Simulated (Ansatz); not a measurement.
The starting structures come from a database of crystals and need not be the phases stable at ambient conditions.

 Where the default PAW files enter, the runs use the earlier of Ansatz's two default sets.

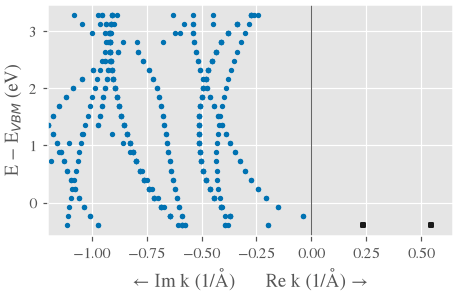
Figure: Complex bands at the centre of the two-dimensional zone; PBEsol (Ansatz, an electronic-structure program)

The gap is the functional's own. No spin-orbit coupling. Mid-gap values are interpolated on the energy grid.

Task: This is Sr₂CdWO₆ (I4/m, not sure to be the ambient phase, 10 atoms a cell, 13.7 Å³ an atom, -2 GPa at this level) along the normal of (001). Read off the slowest decay at the centre of the two-dimensional zone at 1.52 eV, the computed energy nearest the middle of the gap.

Result: κ ≈ 0.42 1/Å, a decay length 1/(2κ) of the density of 1.2 Å.
